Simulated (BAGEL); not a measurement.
**CHClFNSi (SMILES N#C[SiH](F)Cl): HF/6-31G(d) (density fitting with qzvpp-jkfit, spherical functions)**

Aim: the energy change on altering one bond length of CHClFNSi at HF/6-31G* (density fitting with qzvpp-jkfit, spherical functions), from 2 runs. 

The calculation is run with BAGEL 1.2.2.

6 further runs of the same task are left out: 6 that didn't finish. Runs told in other sessions of the task aren't counted.

### 1 The structure to begin with

CHClFNSi: 6 atoms, total charge 0, spin state singlet. As SMILES, `N#C[SiH](F)Cl`. The coordinates come from a PBE0-D4/def2-TZVP relaxation.

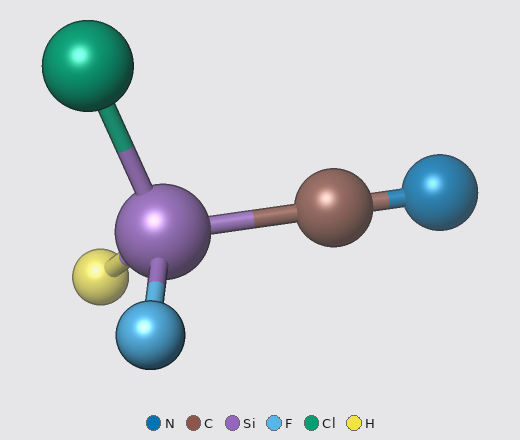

Viewed from a chosen angle; nitrogen blue, carbon brown, silicon purple, fluorine blue, chlorine teal, hydrogen yellow.

### 2 A single-point energy at HF/6-31G(d) (density fitting with qzvpp-jkfit, spherical functions)

Input file input.json:

```json
{ "bagel" : [

{
  "title" : "molecule",
  "basis" : "6-31gs.json",
  "df_basis" : "qzvpp-jkfit",
  "angstrom" : true,
  "geometry" : [
    { "atom" : "N", "xyz" : [   -1.977800,    0.308700,    1.400100 ] },
    { "atom" : "C", "xyz" : [   -1.043300,    0.191200,    0.738300 ] },
    { "atom" : "Si", "xyz" : [    0.411900,   -0.001400,   -0.370200 ] },
    { "atom" : "F", "xyz" : [    1.492700,    1.050000,    0.097500 ] },
    { "atom" : "Cl", "xyz" : [    1.130200,   -1.872300,   -0.149400 ] },
    { "atom" : "H", "xyz" : [    0.028400,    0.259800,   -1.762400 ] }
  ]
},
{ "title" : "hf" },
{ "title" : "print", "file" : "orbitals.molden", "orbitals" : true }

]}
```

The basis set 6-31G* is read from a file made from the Basis Set Exchange's data (not shown).

Launch:

```sh
BAGEL_NUM_THREADS=1 BAGEL input.json > input.out
```

The program printed:

```text
* using 1 threads per process

  ===============================================================
  ===============================================================

  *** Geometry ***

  { "atom" : "N", "xyz" : [     -3.737500,      0.583358,      2.645806 ] },
  { "atom" : "C", "xyz" : [     -1.971551,      0.361316,      1.395185 ] },
  { "atom" : "Si", "xyz" : [      0.778378,     -0.002646,     -0.699577 ] },
  { "atom" : "F", "xyz" : [      2.820794,      1.984212,      0.184248 ] },
  { "atom" : "Cl", "xyz" : [      2.135768,     -3.538134,     -0.282325 ] },
  { "atom" : "H", "xyz" : [      0.053668,      0.490951,     -3.330453 ] },

  Number of auxiliary basis functions:      503

  Since a DF basis is specified, we compute 2- and 3-index integrals:
    o Being stored without compression. Storage requirement is 0.026 GB

  Number of basis functions:       80
  Number of electrons      :       54

    * METHOD: MOLECULE                             0.19

  *** RHF ***

  === Nuclear Repulsion ===
   256.9632260468

      * DIIS with orbital gradients will be used.

  === RHF iteration (6-31gs.json) ===
      0       -940.55516281          0.02486606           0.06
      1       -940.66411161          0.02186364           0.06
      2       -940.84712113          0.00213393           0.05
      3       -940.84952426          0.00107450           0.05
      4       -940.85010753          0.00016345           0.05
      5       -940.85012921          0.00005789           0.05
      6       -940.85013196          0.00001987           0.05
      7       -940.85013232          0.00000350           0.06
      8       -940.85013233          0.00000204           0.06
      9       -940.85013233          0.00000054           0.06
     10       -940.85013233          0.00000030           0.06
     11       -940.85013233          0.00000015           0.06
     12       -940.85013233          0.00000007           0.05
     13       -940.85013233          0.00000003           0.05
     14       -940.85013233          0.00000002           0.05
     15       -940.85013233          0.00000001           0.05
     16       -940.85013233          0.00000000           0.05
    * SCF iteration converged.

    * Permanent dipole moment:
           (   -0.425806,     0.023049,     0.945117) a.u.

    * METHOD: HF                                   1.08

    * METHOD: PRINT                                0.01

  ===============================================================
```

Wall time 1.4 s (1 thread of Intel Xeon 6975P-C (Granite Rapids), shared host).

### 3 The distorted shape, same level

Input file calc.json:

```json
{ "bagel" : [

{
  "title" : "molecule",
  "basis" : "6-31gs.json",
  "df_basis" : "qzvpp-jkfit",
  "angstrom" : true,
  "geometry" : [
    { "atom" : "N", "xyz" : [   -3.274791,   -0.953011,    0.838846 ] },
    { "atom" : "C", "xyz" : [   -2.340291,   -1.070511,    0.177046 ] },
    { "atom" : "Si", "xyz" : [   -0.885091,   -1.263111,   -0.931454 ] },
    { "atom" : "F", "xyz" : [    1.492700,    1.050000,    0.097500 ] },
    { "atom" : "Cl", "xyz" : [   -0.166791,   -3.134011,   -0.710654 ] },
    { "atom" : "H", "xyz" : [   -1.268591,   -1.001911,   -2.323654 ] }
  ]
},
{ "title" : "hf" },
{ "title" : "print", "file" : "orbitals.molden", "orbitals" : true }

]}
```

The basis set 6-31G* is read from a file made from the Basis Set Exchange's data (not shown).

Launch:

```sh
BAGEL_NUM_THREADS=1 BAGEL calc.json > calc.out
```

The program printed:

```text
* using 1 threads per process

  ===============================================================
  ===============================================================

  *** Geometry ***

  { "atom" : "N", "xyz" : [     -6.188458,     -1.800930,      1.585189 ] },
  { "atom" : "C", "xyz" : [     -4.422509,     -2.022973,      0.334568 ] },
  { "atom" : "Si", "xyz" : [     -1.672580,     -2.386934,     -1.760193 ] },
  { "atom" : "F", "xyz" : [      2.820794,      1.984212,      0.184248 ] },
  { "atom" : "Cl", "xyz" : [     -0.315189,     -5.922422,     -1.342941 ] },
  { "atom" : "H", "xyz" : [     -2.397290,     -1.893337,     -4.391070 ] },

  Number of auxiliary basis functions:      503

  Since a DF basis is specified, we compute 2- and 3-index integrals:
    o Being stored without compression. Storage requirement is 0.026 GB

  Number of basis functions:       80
  Number of electrons      :       54

    * METHOD: MOLECULE                             0.18

  *** RHF ***

  === Nuclear Repulsion ===
   217.1609296823

      * DIIS with orbital gradients will be used.

  === RHF iteration (6-31gs.json) ===
      0       -940.07210672          0.02720908           0.06
      1       -937.76380649          0.06040952           0.05
      2       -940.44655482          0.01005226           0.05
      3       -940.51539582          0.00383891           0.05
      4       -940.53105352          0.00137630           0.06
      5       -940.53606357          0.00106236           0.06
      6       -940.53741619          0.00039312           0.05
      7       -940.53767445          0.00005975           0.05
      8       -940.53767934          0.00002353           0.05
      9       -940.53768040          0.00001414           0.05
     10       -940.53768076          0.00000900           0.05
     11       -940.53768105          0.00000684           0.06
     12       -940.53768125          0.00000459           0.06
     13       -940.53768146          0.00000265           0.05
     14       -940.53768151          0.00000134           0.05
     15       -940.53768152          0.00000073           0.05
     16       -940.53768153          0.00000049           0.05
     17       -940.53768153          0.00000030           0.05
     18       -940.53768153          0.00000019           0.06
     19       -940.53768153          0.00000008           0.06
     20       -940.53768153          0.00000005           0.06
     21       -940.53768153          0.00000004           0.05
     22       -940.53768153          0.00000002           0.06
     23       -940.53768153          0.00000002           0.05
     24       -940.53768153          0.00000001           0.06
     25       -940.53768153          0.00000001           0.06
    * SCF iteration converged.

    * Permanent dipole moment:
           (    1.800054,     2.255866,     1.694857) a.u.

    * METHOD: HF                                   1.58

    * METHOD: PRINT                                0.01

  ===============================================================
```

It took 1.9 s on 1 thread of Intel Xeon 6975P-C (Granite Rapids), shared host.

### 4 Outcome

Level: HF/6-31G* (density fitting with qzvpp-jkfit, spherical functions).

| quantity | value |
| --- | --- |
| first shape: total energy | -940.85013 Eh |
| first shape: dipole moment | 2.64 D |
| first shape: HOMO energy | -13.39 eV |
| first shape: LUMO energy | 2.44 eV |
| first shape: HOMO–LUMO gap | 15.84 eV |
| distorted shape: total energy | -940.53768 Eh |
| distorted shape: dipole moment | 8.51 D |
| distorted shape: HOMO energy | -9.72 eV |
| distorted shape: LUMO energy | -3.11 eV |
| distorted shape: HOMO–LUMO gap | 6.60 eV |
| energy change with the Si3–F4 bond stretched from 1.579 to 3.473 Å | 8.502 eV |

**Reading.** One bond (distorted shape) is far stretched, which a spin-restricted single reference describes badly; a broken-symmetry solution may lie lower. With the Si3–F4 bond stretched from 1.579 to 3.473 Å the energy rises by 8.50 eV (196 kcal/mol). The first shape isn't relaxed at this level, so the change isn't measured from a minimum. A restricted reference can't describe the breaking bond well at this length.
